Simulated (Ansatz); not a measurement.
# C3H10OSi (SMILES C[Si](C)(C)O) at B3LYP/6-31G(d) (spherical functions)

Aim: the vertical ionisation energy of C3H10OSi at B3LYP/6-31G* (spherical functions), from 2 runs. 

The calculation is run with Ansatz 0.2.0.

78 further runs of the same task are left out: 1 that didn't finish, 77 set aside as unsound or not needed.

### Step 1. The system as given

C3H10OSi: 15 atoms, total charge 0, spin state singlet. SMILES: `C[Si](C)(C)O`. The shape is that of a PBE0-D4/def2-TZVP optimisation. This is one conformer, not always the lowest.

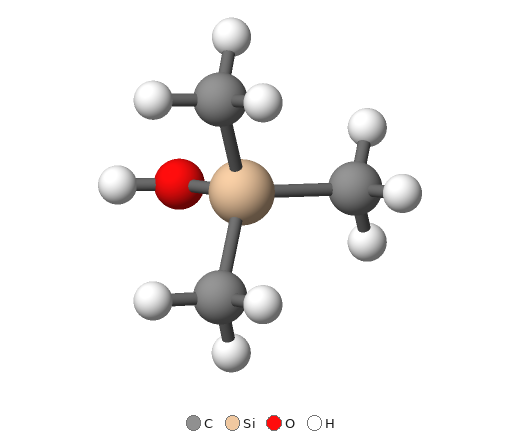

Viewed from a chosen angle; carbon grey, silicon light orange, oxygen red, hydrogen white.

### Step 2. A single-point energy at B3LYP/6-31G(d) (spherical functions)

File in.yaml:

```yaml
crystal:
  periodic: [false, false, false]
  atoms:
    - {symbol: C, position_ang: [-1.759880, 0.191150, 0.071540]}
    - {symbol: Si, position_ang: [0.089930, 0.200980, -0.204700]}
    - {symbol: C, position_ang: [0.959910, 0.370300, 1.442320]}
    - {symbol: C, position_ang: [0.639300, -1.339490, -1.093220]}
    - {symbol: O, position_ang: [0.516200, 1.448090, -1.213440]}
    - {symbol: H, position_ang: [-2.095970, 1.106050, 0.568270]}
    - {symbol: H, position_ang: [-2.057470, -0.651720, 0.702020]}
    - {symbol: H, position_ang: [-2.296730, 0.107790, -0.876880]}
    - {symbol: H, position_ang: [0.664600, 1.288070, 1.959260]}
    - {symbol: H, position_ang: [2.044780, 0.393380, 1.311290]}
    - {symbol: H, position_ang: [0.718200, -0.468650, 2.101280]}
    - {symbol: H, position_ang: [0.405110, -2.234400, -0.510590]}
    - {symbol: H, position_ang: [1.717690, -1.322690, -1.268870]}
    - {symbol: H, position_ang: [0.142180, -1.426990, -2.062380]}
    - {symbol: H, position_ang: [0.312140, 2.338130, -0.925910]}
basis:
  gaussian: {orbitals: 6-31G_st_-spherical.json}
hamiltonian: {xc: {name: B3LYP}}
accuracy: high
output: {orbitals: {seedname: orbitals}}
```

The basis set 6-31G* is read from a file made from the Basis Set Exchange's data (not shown).

Launch:

```bash
ansatz run in.yaml --threads 1 --pin off --max-ram 3480MiB --events-out events.jsonl --progress --plain --runs-dir runs
```

Output:

```text
Warning: RAYON_NUM_THREADS=1 ignored (pool sized by the plan → 1); use --threads N
Functional definition: B3LYP
  name "B3LYP"
  parameter a0 = 0.2
  parameter ax = 0.72
  parameter ac = 0.81
  exchange = (1 - a0 - ax)*slater_x + ax*b88_x + a0*exact_x
  correlation = (1 - ac)*vwn_rpa_c + ac*lyp_c
2345 factors; integrals over basis functions are off by at most 3.8e-9 eV
mean field evaluation 1: about -13186.4053 eV, gradient 8.2e1 eV
mean field evaluation 2: about -13178.7602 eV, gradient 1.0e2 eV
mean field evaluation 4: about -13200.6974 eV, gradient 2.7e0 eV
mean field evaluation 8: about -13200.9822 eV, gradient 1.6e-1 eV
mean field evaluation 16: about -13200.9823 eV, gradient 1.2e-5 eV
mean field -13200.98232511 eV, -485.1271525005 hartree, gradient 2.2e-8 eV, S^2 0.000000; 0 other end points of the search recorded, 0 dependent functions left out
reference -13200.98236610 eV, -485.1271540070 hartree; 25, 25 occupied and 69, 69 virtual orbitals, 2345 factors
Total energy: -13200.98236610 eV, -485.1271540070 hartree
```

Wall time 14 s (1 thread of Arm Neoverse V2, shared host); peak memory 0.37 GiB.

### Step 3. The doublet cation at the same level

in.yaml, as its differences from that of step 2:

```diff
@@ -20,2 +20,4 @@
   gaussian: {orbitals: 6-31G_st_-spherical.json}
+total_charge: 1
+magnetization: {spin_polarized: true, initial_magnetization: 1}
 hamiltonian: {xc: {name: B3LYP}}
```

The basis set 6-31G* is read from a file made from the Basis Set Exchange's data (not shown).

Launch:

```bash
ansatz run in.yaml --threads 1 --pin off --max-ram 3480MiB --events-out events.jsonl --progress --plain --runs-dir runs
```

Output, cut to the lines that bear on the results:

```text
Warning: RAYON_NUM_THREADS=1 ignored (pool sized by the plan → 1); use --threads N
[... 7 set-up lines as earlier in the session ...]
2344 factors; integrals over basis functions are off by at most 3.8e-9 eV
mean field evaluation 1: about -13172.7224 eV, gradient 6.6e1 eV
mean field evaluation 2: about -13150.6425 eV, gradient 9.5e1 eV
mean field evaluation 4: about -13190.9045 eV, gradient 3.4e0 eV
mean field evaluation 8: about -13191.2291 eV, gradient 1.2e0 eV
mean field evaluation 16: about -13191.2362 eV, gradient 2.4e-3 eV
mean field evaluation 32: about -13191.2362 eV, gradient 9.2e-7 eV
mean field -13191.23618353 eV, -484.7689884039 hartree, gradient 9.5e-8 eV, S^2 0.756201; 3 other end points of the search recorded, 0 dependent functions left out
reference -13191.23622267 eV, -484.7689898421 hartree; 25, 24 occupied and 69, 70 virtual orbitals, 2344 factors
Total energy: -13191.23622267 eV, -484.7689898421 hartree
```

Wall time 47 s (1 thread of Arm Neoverse V2, shared host); peak memory 0.54 GiB.

### Step 4. What came out

At B3LYP/6-31G* (spherical functions):

| quantity | value |
| --- | --- |
| singlet C3H10OSi: total energy | -485.12715 Eh |
| singlet C3H10OSi: HOMO energy | -7.44 eV |
| singlet C3H10OSi: LUMO energy | 1.54 eV |
| singlet C3H10OSi: HOMO–LUMO gap | 8.98 eV |
| doublet cation: total energy | -484.76899 Eh |
| doublet cation: HOMO energy (highest over α and β) | -13.35 eV |
| doublet cation: LUMO energy (lowest over α and β) | -12.04 eV |
| doublet cation: ⟨S²⟩ | 0.756 |
| vertical ionisation energy (to the doublet cation) | 9.746 eV |

The vertical ionisation energy comes to 9.75 eV (940 kJ/mol). The negative HOMO energy of the first species, 7.44 eV, lies 2.31 eV below that difference.
